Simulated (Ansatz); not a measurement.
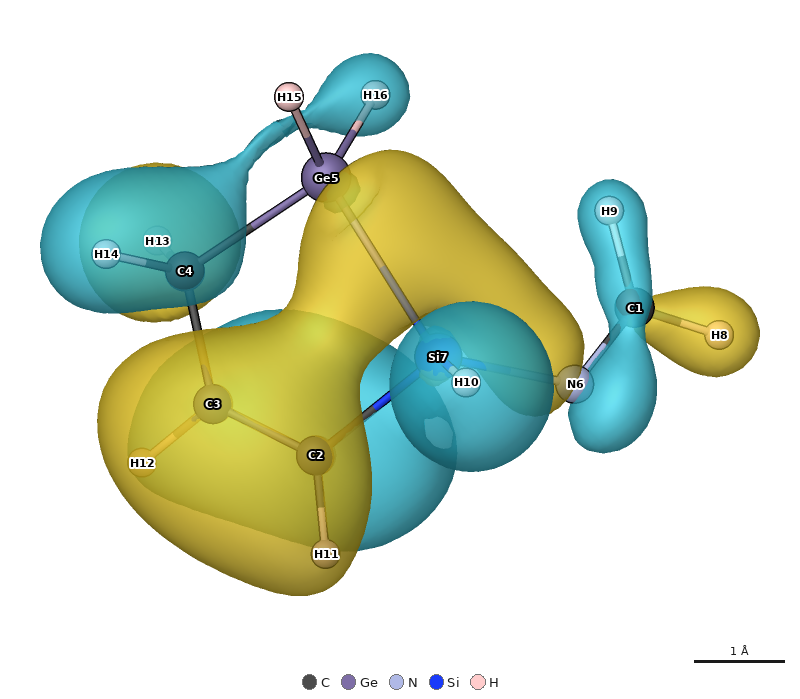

Figure 1: C$_{4}$H$_{9}$GeNSi. The HOMO−1 at ±0.06 Å⁻³ᐟ² (yellow and cyan are the two phases), seen at a tilt.

Geometry: PBE-D3(BJ)/def2-SVP.

Theory: isolated molecule in a Gaussian basis; Kohn-Sham density functional theory, functional PBE0 (Ansatz 0.2.0).

```xyz
16

C     2.1513   -0.3973   -1.1899
C     0.7508    0.1944    2.5100
C    -0.3471   -0.4777    2.9400
C    -1.6117   -0.7012    2.1466
Ge   -1.4135    0.0292    0.2898
N     2.1771    0.2873   -0.1177
Si    0.7662    0.9012    0.7686
H     3.1035   -0.7401   -1.6606
H     1.2182   -0.7055   -1.7328
H     0.9073    2.3992    0.7460
H     1.6135    0.2941    3.1916
H    -0.3442   -0.9062    3.9625
H    -1.8737   -1.7809    2.1291
H    -2.4680   -0.1979    2.6468
H    -2.5561    1.0291   -0.0301
H    -1.4820   -1.1277   -0.7453
```

Where does this orbital lie, and at what energy?

It lies mainly on C2 (about 35 %), C3 (about 30 %), Si7 (about 10 %) and C4 (about 5 %); π-bonding across C2–C3. Its energy is −7.57 eV.
